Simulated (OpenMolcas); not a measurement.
**MoNCl4 (charge −2): single-point calculation (part 1 of 2)**

System: MoNCl4, charge −2, multiplicity 2.
Method: CASPT2/ANO-R1, sfX2C (OpenMolcas 26.06).

The geometry comes from this level: GFN2-xTB.

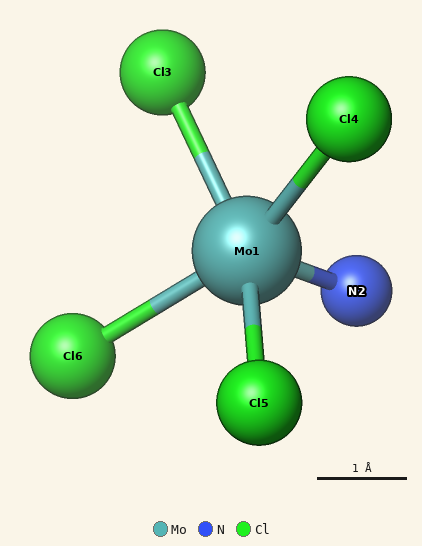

*The structure as given in the input (ball-and-stick view, seen at a tilt; atoms are numbered from 1 in the order of the input). Sticks mark near contacts.*

Bond lengths as drawn: Cl–Mo 2.43 to 2.44 Å and Mo–N 1.72 Å.

**Input file**
```
* Cl4MoN CASPT2

&GATEWAY
 COORD
 6
 angstrom
 Mo       0.000290      -0.000880       0.089110
 N        0.002370      -0.005110       1.804200
 Cl       2.368170       0.015490      -0.476260
 Cl      -0.014160       2.370090      -0.466250
 Cl      -2.369750      -0.011590      -0.470120
 Cl       0.013060      -2.367990      -0.480690
 BASIS = ANO-R1
 GROUP = NoSym
 RICD

&SEWARD

&RASSCF
 FILEORB = $CurrDir/step2.RasOrb
 SPIN = 2
 NACTEL = 3 0 0
 INACTIVE = 58
 RAS2 = 5
 ORBLISTING = Nothing
 ORBAPPEAR = Compact

&CASPT2
 IPEA = 0
 IMAGINARY = 0.3
```

Command:
```bash
export MOLCAS_MEM=1860
pymolcas step9.input > step9.log
```

**What the program printed**
```
--- Start Module: gateway ---

                                              &GATEWAY

                       available to each process: 1.9 GB of memory, 1 thread

++    Symmetry information:
      ---------------------

                    Character Table for C1

                             E
                    a        1  x, y, xy, Rz, z, xz, Ry, yz, Rx, I
--

++    Basis set information:
      ----------------------

      Basis set label: MO.ANO-R...6S4P3D1F.

      Electronic valence basis set:
      ------------------
      Associated Effective Charge  42.000000 au
      Associated Actual Charge     42.000000 au
      Nuclear Model: Finite nucleus - Gaussian distribution
        Gaussian exponent, Xi/bohr**(-2):  2.14585E+08

      Shell  nPrim  nBasis  Cartesian Spherical Contaminant
         s      23       6        X
         p      16       4        X
         d      12       3                 X
         f       6       1                 X

      Basis set label: N.ANO-R...3S2P1D.

      Electronic valence basis set:
      ------------------
      Associated Effective Charge   7.000000 au
      Associated Actual Charge      7.000000 au
      Nuclear Model: Finite nucleus - Gaussian distribution
        Gaussian exponent, Xi/bohr**(-2):  6.28656E+08

      Shell  nPrim  nBasis  Cartesian Spherical Contaminant
         s      13       3        X
         p       8       2        X
         d       4       1                 X

      Basis set label: CL.ANO-R...4S3P1D.

      Electronic valence basis set:
      ------------------
      Associated Effective Charge  17.000000 au
      Associated Actual Charge     17.000000 au
      Nuclear Model: Finite nucleus - Gaussian distribution
        Gaussian exponent, Xi/bohr**(-2):  3.84638E+08

      Shell  nPrim  nBasis  Cartesian Spherical Contaminant
         s      17       4        X
         p      11       3        X
         d       7       1                 X
--

++    Molecular structure info:
      -------------------------

                    ************************************************
                    **** Cartesian Coordinates / bohr, angstrom ****
                    ************************************************

     Center  Label                x              y              z                     x              y              z
        1      MO1              0.000548      -0.001663       0.168393              0.000290      -0.000880       0.089110
        2      N2               0.004479      -0.009657       3.409444              0.002370      -0.005110       1.804200
        3      CL3              4.475193       0.029272      -0.900001              2.368170       0.015490      -0.476260
        4      CL4             -0.026759       4.478821      -0.881085             -0.014160       2.370090      -0.466250
        5      CL5             -4.478178      -0.021902      -0.888398             -2.369750      -0.011590      -0.470120
        6      CL6              0.024680      -4.474853      -0.908372              0.013060      -2.367990      -0.480690

                    ***************************************
                    *    InterNuclear Distances / bohr    *
                    ***************************************

               1 MO1           2 N2            3 CL3           4 CL4           5 CL5           6 CL6
    1 MO1      0.000000
    2 N2       3.241063        0.000000
    3 CL3      4.600529        6.209679        0.000000
    4 CL4      4.601835        6.209351        6.329803        0.000000
    5 CL5      4.601762        6.210138        8.953525        6.330221        0.000000
    6 CL6      4.601025        6.211435        6.332004        8.953863        6.332843        0.000000

                    *******************************************
                    *    InterNuclear Distances / angstrom    *
                    *******************************************

               1 MO1           2 N2            3 CL3           4 CL4           5 CL5           6 CL6
    1 MO1      0.000000
    2 N2       1.715096        0.000000
    3 CL3      2.434495        3.286021        0.000000
    4 CL4      2.435186        3.285847        3.349588        0.000000
    5 CL5      2.435147        3.286263        4.738001        3.349809        0.000000
    6 CL6      2.434758        3.286950        3.350752        4.738180        3.351196        0.000000
--

            Nuclear Potential Energy           1035.19718051 au

--- Stop Module: gateway /rc=_RC_ALL_IS_WELL_ ---
--- Module gateway spent 3 seconds ---

--- Start Module: seward ---

                                              &SEWARD

                       available to each process: 1.9 GB of memory, 1 thread

               SEWARD will generate:
                  Multipole Moment integrals up to order  2
                  Kinetic Energy integrals
                  Nuclear Attraction integrals (finite nuclei - Gaussian type)
                  One-Electron Hamiltonian integrals
                  Velocity integrals
                  Relativistic X2C integrals
                  Orbital angular momentum around ( -0.0002   0.0004  -0.2418 )
                  Velocity quadrupole around ( -0.0002   0.0004  -0.2418 )
                  Atomic mean-field integrals
                  RI decomposed two-electron repulsion integrals stored Cholesky style
                   - acCD auxiliary basis
                   - CD Threshold:   1.00E-04

                   Integrals are discarded if absolute value <: 1.00E-14
                   Integral cutoff threshold is set to       <: 1.00E-16

            Nuclear Potential Energy           1035.19718051 au

      Basis set specifications :
      Symmetry species         a
      Basis functions          126

--- Stop Module: seward /rc=_RC_ALL_IS_WELL_ ---
--- Module seward spent 8 seconds ---

--- Start Module: rasscf ---

                                              &RASSCF

                       available to each process: 1.9 GB of memory, 1 thread

      Header of the ONEINT file:
      --------------------------

      OrdInt status: non-squared

      Cartesian coordinates in angstrom:
      -----------------------------------------------------
      No.  Label        X            Y            Z
      -----------------------------------------------------
       1   MO1        0.00029000  -0.00088000   0.08911000
       2   N2         0.00237000  -0.00511000   1.80420000
       3   CL3        2.36817000   0.01549000  -0.47626000
       4   CL4       -0.01416000   2.37009000  -0.46625000
       5   CL5       -2.36975000  -0.01159000  -0.47012000
       6   CL6        0.01306000  -2.36799000  -0.48069000
      -----------------------------------------------------
      Nuclear repulsion energy = 1035.19718051

++    Wave function specifications:
      -----------------------------

      Number of closed shell electrons         116
      Number of electrons in active shells       3
      Max number of holes in RAS1 space          0
      Max nr of electrons in RAS3 space          0
      Number of inactive orbitals               58
      Number of active orbitals                  5
      Number of secondary orbitals              63
      Spin quantum number                      0.5
      State symmetry                             1
--

++    Orbital specifications:
      -----------------------

      Symmetry species                           1
                                                 a
      Frozen orbitals                            0
      Inactive orbitals                         58
      Active orbitals                            5
      RAS1 orbitals                              0
      RAS2 orbitals                              5
      RAS3 orbitals                              0
      Secondary orbitals                        63
      Deleted orbitals                           0
      Number of basis functions                126
--

++    CI expansion specifications:
      ----------------------------

      Number of CSFs                            40
      Number of determinants                    50
      Number of root(s) required                 1
      Root chosen for geometry opt.              1
      CI root used                               1

      highest root included in the CI            1
      max. size of the explicit Hamiltonian     40
--

++    Optimization specifications:
      ----------------------------

      RASSCF algorithm: LK RI/DF
      Maximum number of macro iterations       200
      Maximum number of SX iterations          100
      Threshold for RASSCF energy            1.000E-08
      Threshold for max MO rotation          1.000E-01
      Threshold for max BLB element          1.000E-04
      Level shift parameter                  5.000E-01
      Make Quasi-Newton update
--

      The MO-coefficients are taken from the file:
      step2.RasOrb
      Title: RASSCF average (pseudo-natural) orbitals

      Total molecular charge   -2.00

      ************************************************************************************************************************
      *                                            Wave function control section                                             *
      ************************************************************************************************************************

                                         RASSCF iterations: Energy and convergence statistics
                                         ----------------------------------------------------

          iter iter root      energy       change     param      element    value   shift minimum  type update hh:mm:ss
 Nr of preliminary CI iterations:   1
      Total energies have been shifted. Add                -5000.00 au
        1   1   13    1  -944.62957671    0.00E+00   9.67E-02   38 118 1  3.36E-02*  0.43   0.00    SX    NO    0:00:01
        2   1    7    1  -944.63335467   -3.78E-03* -6.23E-02   57  61 1  6.78E-03*  0.43   0.00    SX    NO    0:00:00
        3   1    7    1  -944.63415801   -8.03E-04*  5.46E-02   57  61 1  7.74E-03*  0.43   0.00    SX    NO    0:00:00
        4   1    7    1  -944.63457660   -4.19E-04* -5.42E-02   57  61 1  4.77E-03*  0.43   0.00    SX    NO    0:00:00
        5   1    7    1  -944.63477881   -2.02E-04* -1.49E-01*  57  61 1  4.49E-03*  0.43   2.50    QN   YES    0:00:00
        6   1    8    1  -944.63531577   -5.37E-04* -1.78E-01*  57  61 1  1.80E-03*  0.43   2.50    QN   YES    0:00:00
        7   1    9    1  -944.63574550   -4.30E-04*  7.65E-02   57  61 1 -3.61E-03*  0.43   1.28    QN   YES    0:00:00
        8   1    9    1  -944.63592032   -1.75E-04*  1.05E-01*  57  61 1 -6.78E-03*  0.43   2.02    QN   YES    0:00:00
        9   1   10    1  -944.63621348   -2.93E-04* -1.04E-01*  57  61 1 -9.54E-03*  0.43   1.78    QN   YES    0:00:00
       10   1   10    1  -944.63655857   -3.45E-04*  8.93E-02   57  61 1 -9.64E-03*  0.43   2.13    QN   YES    0:00:00
       11   1   10    1  -944.63690695   -3.48E-04*  6.03E-02   57  61 1 -5.98E-03*  0.43   2.01    LS   YES    0:00:00
       12   1   10    1  -944.63701975   -1.13E-04* -4.43E-02   57  61 1 -2.91E-03*  0.43   1.60    QN   YES    0:00:00
       13   1   10    1  -944.63715290   -1.33E-04* -7.24E-02   57 112 1  1.22E-03*  0.43   1.89    QN   YES    0:00:00
       14   1    9    1  -944.63727165   -1.19E-04* -1.02E-01*  57  61 1  1.28E-03*  0.43   1.64    QN   YES    0:00:00
       15   1   10    1  -944.63737339   -1.02E-04* -1.28E-01*  57  61 1  1.67E-03*  0.43   1.51    QN   YES    0:00:00
       16   1   10    1  -944.63746369   -9.03E-05* -1.19E-01*  57  61 1  1.74E-03*  0.43   1.43    QN   YES    0:00:00
       17   1   10    1  -944.63752642   -6.27E-05*  5.49E-02   57  61 1  1.39E-03*  0.43   1.27    QN   YES    0:00:00
       18   1   10    1  -944.63757412   -4.77E-05* -4.83E-02   52  62 1 -1.09E-03*  0.43   2.15    QN   YES    0:00:00
       19   1   10    1  -944.63762393   -4.98E-05* -2.63E-02   57 112 1 -4.31E-04*  0.43   1.63    LS   YES    0:00:00
       20   1   10    1  -944.63763351   -9.59E-06* -2.67E-02   57  61 1 -9.22E-04*  0.43   1.24    QN   YES    0:00:00
       21   1   10    1  -944.63764799   -1.45E-05* -5.87E-02   57  61 1 -6.81E-04*  0.43   1.56    QN   YES    0:00:00
       22   1   10    1  -944.63766733   -1.93E-05* -6.89E-02   52  62 1  3.31E-04*  0.43   1.47    QN   YES    0:00:00
       23   1    9    1  -944.63768123   -1.39E-05* -7.51E-02   52  62 1  3.92E-04*  0.43   1.42    QN   YES    0:00:00
       24   1    9    1  -944.63769092   -9.69E-06* -7.47E-02   57  61 1  4.28E-04*  0.43   1.58    QN   YES    0:00:00
       25   1    9    1  -944.63769847   -7.54E-06* -6.03E-02   57  61 1  3.77E-04*  0.43   1.58    QN   YES    0:00:00
       26   1    9    1  -944.63770359   -5.12E-06*  4.27E-02   57  61 1  2.07E-04*  0.43   1.81    QN   YES    0:00:00
       27   1    9    1  -944.63770660   -3.01E-06*  2.01E-02   37  62 1  8.42E-05   0.43   1.49    QN   YES    0:00:00
       28   1    9    1  -944.63770824   -1.65E-06* -1.55E-02   57  61 1 -1.20E-04*  0.43   1.56    QN   YES    0:00:00
       29   1    9    1  -944.63770945   -1.21E-06*  6.56E-03   57  61 1 -1.58E-04*  0.43   1.57    QN   YES    0:00:00
       30   1    9    1  -944.63771042   -9.71E-07*  9.16E-03   57  61 1 -8.91E-05   0.43   1.80    QN   YES    0:00:00
       31   1    9    1  -944.63771122   -7.99E-07*  6.84E-03   50  69 1  7.44E-05   0.43   1.50    QN   YES    0:00:00
       32   1    8    1  -944.63771181   -5.85E-07*  1.19E-02   59  69 1  6.92E-05   0.43   2.13    QN   YES    0:00:00
       33   1    9    1  -944.63771241   -6.04E-07* -6.38E-03   57  61 1  9.62E-05   0.43   1.56    QN   YES    0:00:00
       34   1    8    1  -944.63771277   -3.61E-07* -4.46E-03   53  77 1 -7.29E-05   0.43   1.50    QN   YES    0:00:00
       35   1    8    1  -944.63771297   -1.95E-07*  1.82E-03   53  77 1 -4.55E-05   0.43   1.53    QN   YES    0:00:00
       36   1    8    1  -944.63771307   -1.05E-07*  1.08E-03   50  69 1 -3.46E-05   0.43   1.32    QN   YES    0:00:00
       37   1    7    1  -944.63771313   -5.42E-08*  1.10E-03   53  62 1 -2.09E-05   0.43   2.02    LS   YES    0:00:00
       38   1    7    1  -944.63771314   -1.72E-08*  8.60E-04   47  61 1  2.26E-05   0.43   0.95    QN   YES    0:00:00
       39   1    7    1  -944.63771317   -3.08E-08*  1.28E-03   53  77 1  1.69E-05   0.43   2.50    LS   YES    0:00:00
       40   1    7    1  -944.63771320   -2.39E-08* -1.47E-03   53  77 1  1.22E-05   0.43   1.40    QN   YES    0:00:00
       41   1    7    1  -944.63771322   -2.60E-08* -3.01E-03   47  61 1 -1.48E-05   0.43   2.50    QN   YES    0:00:00
       42   1    7    1  -944.63771327   -4.66E-08* -2.19E-03   53  62 1  2.41E-05   0.43   1.66    QN   YES    0:00:00
       43   1    7    1  -944.63771331   -3.87E-08*  2.67E-03   53  62 1  2.96E-05   0.43   2.18    QN   YES    0:00:00
       44   1    8    1  -944.63771337   -5.79E-08*  3.21E-03   53  62 1  2.98E-05   0.43   1.91    QN   YES    0:00:00
       45   1    8    1  -944.63771344   -6.84E-08*  3.94E-03   53  69 1  2.65E-05   0.43   2.04    QN   YES    0:00:00
       46   1    8    1  -944.63771352   -8.83E-08*  3.95E-03   53  69 1  3.42E-05   0.43   1.91    QN   YES    0:00:00
       47   1    8    1  -944.63771363   -1.10E-07* -4.03E-03   53  69 1  3.52E-05   0.43   1.91    QN   YES    0:00:00
       48   1    8    1  -944.63771379   -1.58E-07* -4.53E-03   50  69 1  4.10E-05   0.43   1.92    QN   YES    0:00:00
       49   1    8    1  -944.63771405   -2.55E-07* -8.36E-03   53  62 1 -5.90E-05   0.43   2.00    QN   YES    0:00:00
       50   1    9    1  -944.63771451   -4.59E-07* -1.62E-02   53  62 1 -8.02E-05   0.43   2.09    QN   YES    0:00:00
       51   1    9    1  -944.63771539   -8.84E-07* -3.27E-02   60  69 1  1.01E-04*  0.43   2.23    QN   YES    0:00:00
       52   1    9    1  -944.63771720   -1.80E-06* -5.94E-02   53  69 1 -1.85E-04*  0.43   2.06    QN   YES    0:00:00
       53   1   10    1  -944.63772024   -3.05E-06* -5.08E-02   53  69 1 -3.38E-04*  0.43   1.24    QN   YES    0:00:00
       54   1   10    1  -944.63772397   -3.73E-06* -5.81E-02   53  69 1 -4.85E-04*  0.43   1.42    QN   YES    0:00:00
       55   1   10    1  -944.63773259   -8.62E-06* -5.25E-02   53  69 1 -6.34E-04*  0.43   1.53    QN   YES    0:00:00
       56   1   10    1  -944.63774808   -1.55E-05* -5.50E-02   50  69 1 -7.21E-04*  0.43   1.78    QN   YES    0:00:00
       57   1   10    1  -944.63776809   -2.00E-05* -6.34E-02   50  69 1 -6.74E-04*  0.43   1.83    QN   YES    0:00:00
       58   1   10    1  -944.63778297   -1.49E-05* -8.16E-02   53  77 1 -8.20E-04*  0.43   0.79    QN   YES    0:00:00
       59   1   10    1  -944.63780246   -1.95E-05* -6.06E-02   57  76 1  1.11E-03*  0.43   0.93    QN   YES    0:00:00
       60   1   10    1  -944.63781848   -1.60E-05*  5.79E-02   57  76 1  6.90E-04*  0.43   0.89    QN   YES    0:00:00
       61   1   10    1  -944.63785327   -3.48E-05* -1.04E-01*  57  63 1  4.15E-04*  0.43   1.21    QN   YES    0:00:00
       62   1   10    1  -944.63789625   -4.30E-05*  7.06E-02   57  76 1 -7.39E-04*  0.43   1.28    QN   YES    0:00:00
       63   1   10    1  -944.63793493   -3.87E-05* -1.14E-01*  57  76 1 -1.04E-03*  0.43   1.34    QN   YES    0:00:00
       64   1   10    1  -944.63796135   -2.64E-05*  5.06E-02   59  77 1  8.71E-04*  0.43   0.86    QN   YES    0:00:00
       65   1   10    1  -944.63801658   -5.52E-05* -3.32E-02   57  63 1 -1.55E-03*  0.43   1.21    QN   YES    0:00:00
       66   1   10    1  -944.63805168   -3.51E-05* -4.94E-02   53  77 1  4.77E-04*  0.43   1.31    QN   YES    0:00:00
       67   1   10    1  -944.63806936   -1.77E-05*  2.19E-02   57  63 1 -8.52E-04*  0.43   1.13    QN   YES    0:00:00
       68   1   10    1  -944.63807986   -1.05E-05*  1.71E-02   57  63 1 -4.65E-04*  0.43   1.45    QN   YES    0:00:00
       69   1    9    1  -944.63808652   -6.66E-06*  1.47E-02   57  63 1 -3.28E-04*  0.43   1.40    QN   YES    0:00:00
       70   1    8    1  -944.63808938   -2.87E-06* -1.01E-02   57  63 1 -1.50E-04*  0.43   1.26    QN   YES    0:00:00
       71   1    9    1  -944.63809065   -1.27E-06*  9.02E-03   57  63 1 -1.86E-04*  0.43   1.12    QN   YES    0:00:00
       72   1    8    1  -944.63809127   -6.19E-07* -2.85E-03   53  77 1 -7.94E-05   0.43   1.21    QN   YES    0:00:00
       73   1    8    1  -944.63809150   -2.30E-07*  1.70E-03   57 112 1  4.23E-05   0.43   1.44    QN   YES    0:00:00
       74   1    7    1  -944.63809159   -9.05E-08*  4.32E-04   50  77 1 -3.06E-05   0.43   1.13    QN   YES    0:00:00
       75   1    7    1  -944.63809162   -2.61E-08* -4.89E-04   57 112 1  1.79E-05   0.43   1.48    QN   YES    0:00:00
       76   1    6    1  -944.63809163   -1.42E-08* -3.13E-04   57  63 1 -1.23E-05   0.43   1.05    QN   YES    0:00:00
       77   1    6    1  -944.63809164   -4.28E-09   4.30E-04   57 112 1  1.42E-05   0.43   1.76    QN   YES    0:00:00
      Convergence after 77 iterations
       78   1    6    1  -944.63809164   -3.66E-09   4.30E-04   50  69 1 -1.21E-05   0.43   1.76    QN   YES    0:00:00
```
